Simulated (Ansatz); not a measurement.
**AlBCl$_{2}$H$_{6}$O$_{3}$Si$_{2}$···HCl: density, localisation and related maps**

```xyz
17

B     1.5111   -0.5729    1.9752
Cl    3.3189    0.6678    1.4680
Cl    1.3620   -1.8597    0.6139
Cl    1.6908   -1.1787    3.5978
H     1.9003    1.0948    1.4153
O     0.7270    0.5246    1.6059
Al   -0.0828   -0.0150    0.0921
O     0.4919    0.7532   -1.2707
Si    1.0616    1.3722   -2.6594
O    -1.6513   -0.5482    0.2597
Si   -3.1584   -1.1036    0.4919
H    -0.0358    1.4889   -3.6561
H     2.1235    0.4904   -3.2132
H     1.6332    2.7218   -2.4116
H    -3.4531   -1.1932    1.9464
H    -3.2981   -2.4555   -0.1114
H    -4.1407   -0.1869   -0.1440
```

A transition-state structure; geometry: PBE0-D4/def2-TZVP.

These are results of RKS PBE0-D4/def2-TZVPP (Ansatz 0.2.0), not measurements.

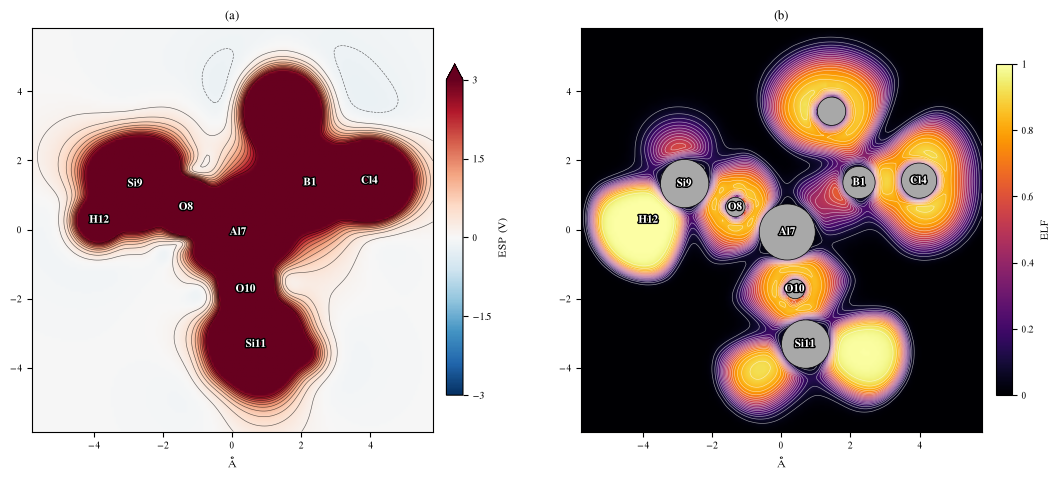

Figure 1. (a) molecular electrostatic potential; (b) electron localisation function on the plane of atoms O8, Al7 and O10. Grey discs cover the atomic cores in the ELF map.

Interpret the plot.

Answer. The plane passes through B, Cl, Al, O, Si and H nuclei.
Si–O (1.62 Å): the ELF peaks at about 0.85 between the atoms: a short, strongly polar bond.
Al–O (1.67 Å): the ELF peaks at about 0.85 in the valence shell of O, 0.6 Å from its nucleus, and is about 0.35 at the midpoint.
B–Cl (1.74 Å): the ELF peaks at about 0.90 between the atoms, as expected for a shared but strongly polarised pair.
The ELF also peaks beside O10, O8, Cl4 and Cl2, away from the bonds: lone-pair regions.
The potential has no marked negative region in this plane.

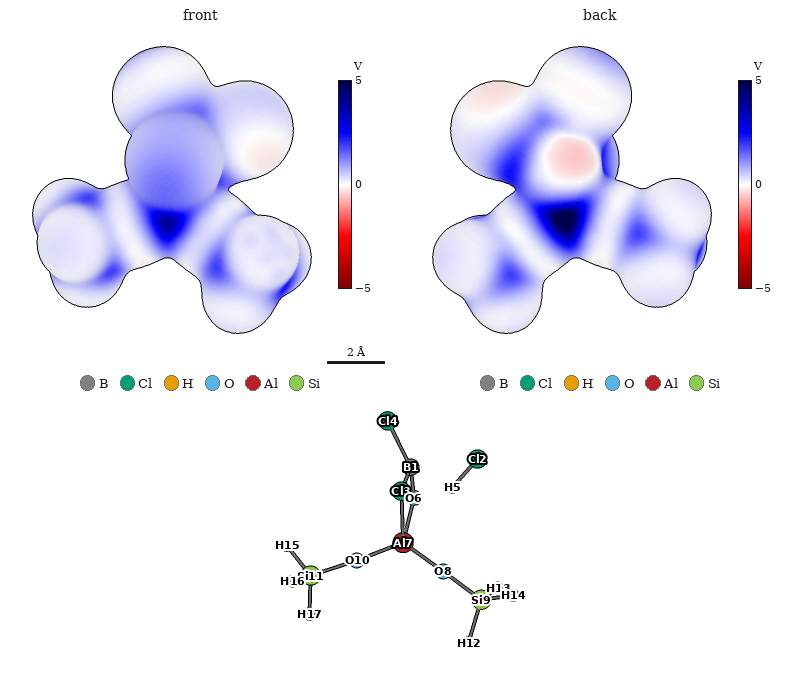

Figure 2. The molecular electrostatic potential painted on the density surface at 0.004 e/bohr³, seen from the front and from behind; the colour scale runs from red (negative) to blue (positive). The bare structure is drawn below in the same view.

Which sites attract a positive test charge, and which a negative one?

Answer. A positive charge is drawn to the negative regions and a negative charge to the positive ones. The most negative region (about −0.5 V) lies over O6, the most positive (about +4.4 V) over Al7. Cl4 shows a σ-hole: about +1.0 V at the tip opposite its bond, against about 0.0 V on its flanks.

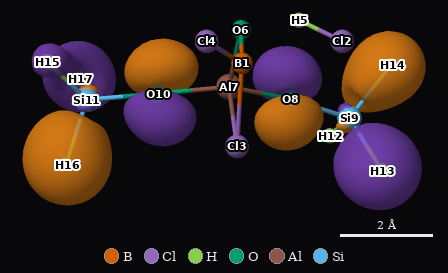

Figure 3. The HOMO−1 at ±0.1 Å⁻³ᐟ² (orange and purple are the two phases), seen from one side.

What is the character of this orbital?

Answer. Its weight (Hirshfeld) is mainly on O10 (about 15 %), O8 (about 15 %), Si11 (about 15 %), H16 (about 15 %), Si9 (about 10 %) and H13 (about 10 %). Its energy is −8.86 eV.
